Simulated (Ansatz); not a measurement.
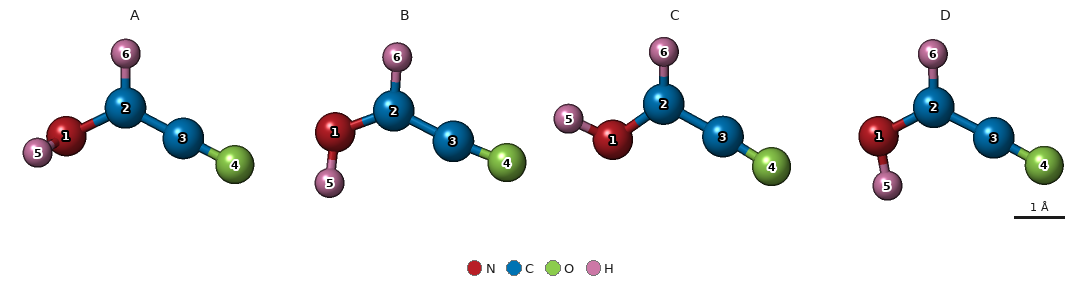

4 geometries from a converged minimum-energy path of C₂H₂NO (multiplicity 2), shuffled. The picture is a ball-and-stick view, seen at a tilt.

Method: UKS PBE0-D4/def2-SVP (Ansatz). Set-up: 5 movable images; climbing image; force threshold 0.05 eV/Å; iteration limit 60; starting path by image-dependent pair potential.

Q: Which frame is the top of the path?

A: A. In order along the path, whose images run from 0 to 6: D (image 0, 0.00 eV), B (image 1, +0.12 eV), A (image 3, +1.05 eV), C (image 5, +0.11 eV). The motion is a rotation about the N1–C2 bond by about 180°, with a turn of about 180° about C2–C3. No bond forms or breaks between the ends. Among the angles between lasting bonds that change up to the highest image: C2–N1–H5 110.2° → 107.2°, N1–C2–H6 119.6° → 117.4°.

The run took 88 s on 1 thread of Intel(R) Xeon(R) Platinum 8488C (Sapphire Rapids), with other jobs on the host, peak memory 0.17 GiB.
